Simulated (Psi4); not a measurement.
**BSiH3ClO (SMILES [SiH3]O[B]Cl) at U-revPBE/cc-pVDZ**

What is the energy change on altering one bond length of BSiH3ClO at U-revPBE/cc-pVDZ? 

The results are computed with Psi4 1.11.

1 further run of the same task is left out (set aside as unsound or not needed).

## (1) The structure to begin with

BSiH3ClO has 7 atoms, charge 0, and is taken as a doublet. SMILES: `[SiH3]O[B]Cl`. The shape is that of a PBE0-D4/def2-TZVP optimisation. This is one conformer, not always the lowest.

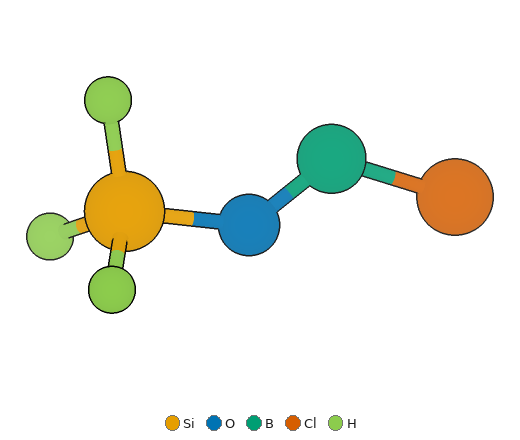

Viewed from a chosen angle; silicon amber, oxygen blue, boron teal, chlorine orange, hydrogen green.

## (2) Energy and gradient at U-revPBE/cc-pVDZ

The input, run.py:

```python
import psi4

psi4.set_memory(2200000000)
psi4.set_num_threads(1)
psi4.core.set_output_file('output.dat', False)

m = psi4.geometry("""
0 2
Si    -0.573000     0.775400     0.374800
O      0.044900    -0.648400    -0.233600
B      1.256200    -1.042100    -0.596600
Cl     1.605000    -2.636800    -1.219100
H     -1.201300     0.456800     1.676100
H      0.515600     1.766600     0.541200
H     -1.586300     1.260400    -0.588400
symmetry c1
no_reorient
no_com
""")

psi4.set_options({
    'basis': 'cc-pVDZ',
    'reference': 'uks',
    'puream': True,
    'e_convergence': 1e-09,
    'd_convergence': 1e-08,
    'scf_type': 'pk',
    'dft_radial_points': 99,
    'dft_spherical_points': 590,
    'maxiter': 100,
})

e_tot, wfn = psi4.gradient('revpbe', molecule=m, return_wfn=True)
psi4.oeprop(wfn, 'DIPOLE', 'MULLIKEN_CHARGES', 'WIBERG_LOWDIN_INDICES')
print('gradient / Eh bohr^-1')
print(e_tot.np.round(6))
print(f'energy = {wfn.energy():.10f} Eh')
```

Started as:

```
python run.py
```

output.dat:

```text
[...]
  Running in c1 symmetry.
[...]
  Nuclear repulsion =  174.532067006571879
[...]
  Multiplicity = 2
[...]
  Nalpha       = 24
  Nbeta        = 23
[...]
    Number of basis functions: 79
[...]
   @UKS iter   1:  -851.22419510932320   -1.27961e-01   8.74895e-03 DIIS/ADIIS
[...]
   @UKS iter  13:  -851.43393660405832   -2.50111e-12   7.08461e-09 DIIS
[...]
   @S^2 Observed:                7.528006789E-01
[...]
    Orbital Energies [Eh]
    ---------------------
    Alpha Occupied:
       1A   -100.692527     2A    -65.488506     3A    -18.820112
       4A     -9.181657     5A     -6.997999     6A     -6.991458
       7A     -6.989886     8A     -6.608024     9A     -5.109479
      10A     -3.518187    11A     -3.513572    12A     -3.513565
      13A     -0.966617    14A     -0.765453    15A     -0.559610
      16A     -0.450030    17A     -0.407023    18A     -0.386831
      19A     -0.384869    20A     -0.319117    21A     -0.315782
      22A     -0.289249    23A     -0.288427    24A     -0.164555
    Alpha Virtual:
      25A     -0.051598    26A     -0.019236    27A      0.033653
[...]
  @UKS Final Energy:  -851.43393660405832
   => Energetics <=
    Nuclear Repulsion Energy =            174.5320670065718787
    One-Electron Energy =               -1521.8799707387115632
    Two-Electron Energy =                 558.7144918350945773
    DFT Exchange-Correlation Energy =     -62.8005247070132313
    Empirical Dispersion Energy =           0.0000000000000000
    VV10 Nonlocal Energy =                  0.0000000000000000
    Total Energy =                       -851.4339366040583172
[...]
  -Total Gradient:
     Atom            X                  Y                   Z
    ------   -----------------  -----------------  -----------------
       1        0.009701829003    -0.024907809265    -0.010513101434
       2        0.008496398541     0.024602262112     0.006989839604
       3       -0.019467179892    -0.006345870135     0.001383003556
       4       -0.002799648222     0.013916343720     0.005385944088
       5        0.003947422531     0.001927493657    -0.007665644359
       6       -0.006107940470    -0.006416753983    -0.001229915794
       7        0.006217275609    -0.002773289358     0.005653683214
[...]
 Multipole Moments:
 ------------------------------------------------------------------------------------
     Multipole            Electronic (a.u.)      Nuclear  (a.u.)        Total (a.u.)
 ------------------------------------------------------------------------------------
 L = 1.  Multiply by 2.5417464519 to convert [e a0] to [Debye]
 Dipole X            :        -45.1454508           44.6564960           -0.4889548
 Dipole Y            :         77.8442541          -77.2593739            0.5848802
 Dipole Z            :         35.6324324          -35.3386344            0.2937979
 Magnitude           :                                                    0.8169938
[...]
  Mulliken Charges: (a.u.)
   Center  Symbol    Alpha    Beta     Spin     Total
       1    SI     6.80135  6.79446  0.00689  0.40419
       2     O     4.08873  4.05527  0.03345 -0.14400
       3     B     2.97852  2.08837  0.89015 -0.06689
       4    CL     8.56518  8.49809  0.06710 -0.06327
       5     H     0.52043  0.52197 -0.00154 -0.04239
       6     H     0.52535  0.51986  0.00548 -0.04521
       7     H     0.52045  0.52198 -0.00153 -0.04243
   Total alpha = 24.00000, Total beta = 23.00000, Total charge = -0.00000
  Wiberg Bond Indices using Orthogonal Lowdin Orbitals:
[...]
```

On the terminal:

```text
gradient / Eh bohr^-1
[[ 0.009702 -0.024908 -0.010513]
 [ 0.008496  0.024602  0.00699 ]
 [-0.019467 -0.006346  0.001383]
 [-0.0028    0.013916  0.005386]
 [ 0.003947  0.001927 -0.007666]
 [-0.006108 -0.006417 -0.00123 ]
 [ 0.006217 -0.002773  0.005654]]
energy = -851.4339366041 Eh
```

Run time: 44 s. Hardware: 1 thread of AMD EPYC 7R43 (Zen 3), shared host; peak memory 1.1 GiB.

## (3) The distorted shape

The input, bclh3osi.in:

```
memory 2.2 GB

molecule mol {
  0 2
  Si
  O 1 1.667081
  B 2 1.324393 1 133.86115
  Cl 3 2.2712 2 123.47715 1 -179.80489
  H 1 1.479746 2 107.12332 3 -121.62942
  H 1 1.481626 5 110.93089 2 -119.91879
  H 1 1.479782 5 110.62371 6 -123.52434
  symmetry c1
  no_reorient
  no_com
}

set basis cc-pVDZ
set reference uks
set puream true
set e_convergence 1e-09
set d_convergence 1e-08
set scf_type pk
set dft_radial_points 99
set dft_spherical_points 590
set maxiter 100

E, wfn = gradient('revpbe', return_wfn=True)
```

Started as:

```
psi4 -n 1 bclh3osi.in bclh3osi.out
```

bclh3osi.out, shortened:

```text
[...]
  Running in c1 symmetry.
[...]
  Nuclear repulsion =  161.107089948433810
[...]
  Multiplicity = 2
[...]
  Nalpha       = 24
  Nbeta        = 23
[...]
    Number of basis functions: 79
[...]
   @UKS iter   1:  -851.21996089380957   -3.92521e-01   8.27960e-03 ADIIS/DIIS
[...]
   @UKS iter  13:  -851.39725339339691   -2.84217e-12   8.73857e-09 DIIS
[...]
   @S^2 Observed:                7.553165032E-01
[...]
  @UKS Final Energy:  -851.39725339339691
   => Energetics <=
    Nuclear Repulsion Energy =            161.1070899484338099
    One-Electron Energy =               -1495.0626746438890677
    Two-Electron Energy =                 545.2449487068361123
    DFT Exchange-Correlation Energy =     -62.6866174047778770
    Empirical Dispersion Energy =           0.0000000000000000
    VV10 Nonlocal Energy =                  0.0000000000000000
    Total Energy =                       -851.3972533933969089
[...]
 Multipole Moments:
 ------------------------------------------------------------------------------------
     Multipole            Electronic (a.u.)      Nuclear  (a.u.)        Total (a.u.)
 ------------------------------------------------------------------------------------
 L = 1.  Multiply by 2.5417464519 to convert [e a0] to [Debye]
 Dipole X            :         -0.0060792            0.0085803            0.0025011
 Dipole Y            :         -1.6046218            1.7618506            0.1572288
 Dipole Z            :          8.5111556          -10.4782949           -1.9671393
 Magnitude           :                                                    1.9734143
[...]
  -Total Gradient:
     Atom            X                  Y                   Z
    ------   -----------------  -----------------  -----------------
       1       -0.000062106030    -0.001568374487     0.041825586241
       2        0.000069155405     0.005701163281    -0.051612650483
       3        0.000118634597    -0.011406013830    -0.046546278780
       4       -0.000144092102     0.007431154907     0.051497782462
       5       -0.006781761004    -0.004063717313     0.001368403354
       6       -0.000135997326     0.007749622864     0.002115992464
       7        0.006936769651    -0.003834262059     0.001350066432
[...]
```

Wall time 42 s (1 thread of AMD EPYC 7R43 (Zen 3), shared host); peak memory 1.1 GiB.

## (4) What came out

At U-revPBE/cc-pVDZ:

| quantity | value |
| --- | --- |
| first shape: total energy | -851.43394 Eh |
| first shape: dipole moment | 2.08 D |
| first shape: HOMO energy (highest over α and β) | -4.48 eV |
| first shape: LUMO energy (lowest over α and β) | -2.20 eV |
| first shape: ⟨S²⟩ | 0.753 |
| first shape: largest force on an atom | 1.477 eV/Å |
| distorted shape: total energy | -851.39725 Eh |
| distorted shape: dipole moment | 5.02 D |
| distorted shape: HOMO energy (highest over α and β) | -5.71 eV |
| distorted shape: LUMO energy (lowest over α and β) | -3.87 eV |
| distorted shape: ⟨S²⟩ | 0.755 |
| distorted shape: largest force on an atom | 2.676 eV/Å |
| energy change with the B3–Cl4 bond stretched from 1.747 to 2.271 Å | 0.998 eV |

In words: With the B3–Cl4 bond stretched from 1.747 to 2.271 Å the energy rises by 1.00 eV (23.0 kcal/mol). The first shape isn't relaxed at this level, so the change isn't measured from a minimum. The largest force (first shape) is 1.48 eV/Å: the shape isn't a stationary point for this species at this level. Mulliken charges (first shape) run from -0.14 on O2 to +0.40 on Si1; they depend strongly on the basis.
